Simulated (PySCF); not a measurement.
C4H11Cl3Si2, SMILES C[Si](C)(C)C[Si](Cl)(Cl)Cl, singlet at its GFN2-xTB optimised geometry (Å):

```
20

Si    -0.4821    -0.9756    -3.2655
Cl     1.5194    -0.9515    -3.5594
Cl    -1.2970    -2.1656    -4.6993
Cl    -1.1887     0.8979    -3.5554
C     -0.9277    -1.6319    -1.5489
Si    -0.2731    -0.6812     0.0000
C      1.6300    -0.6812     0.0000
C     -0.9501     1.0974     0.0000
C     -0.9291    -1.6324     1.5185
H     -0.5800    -2.6621    -1.4749
H     -2.0137    -1.6806    -1.4718
H      2.0207    -0.2835     0.9317
H      2.0272    -0.0740    -0.8069
H      2.0295    -1.6836    -0.1201
H     -0.7141     1.6053     0.9301
H     -2.0295     1.1141    -0.1162
H     -0.5268     1.6836    -0.8091
H     -2.0142    -1.6662     1.5317
H     -0.5698    -2.6568     1.5352
H     -0.6080    -1.1609     2.4417
```

Method: B3LYP/def2-SVP (PySCF). Cells within 0.4 Å of a nucleus heavier than hydrogen are left out (blank, or x).

Map of the Laplacian of the electron density (e/bohr⁵), clipped to [-1.50, 1.50] on the plane z = 0.0 Å:

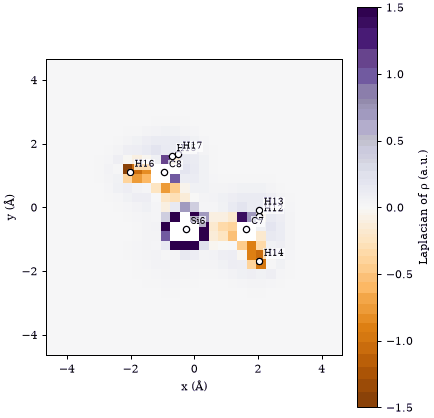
*Laplacian of the electron density (e/bohr⁵), clipped to [-1.50, 1.50] on the plane z = 0.0 Å.*
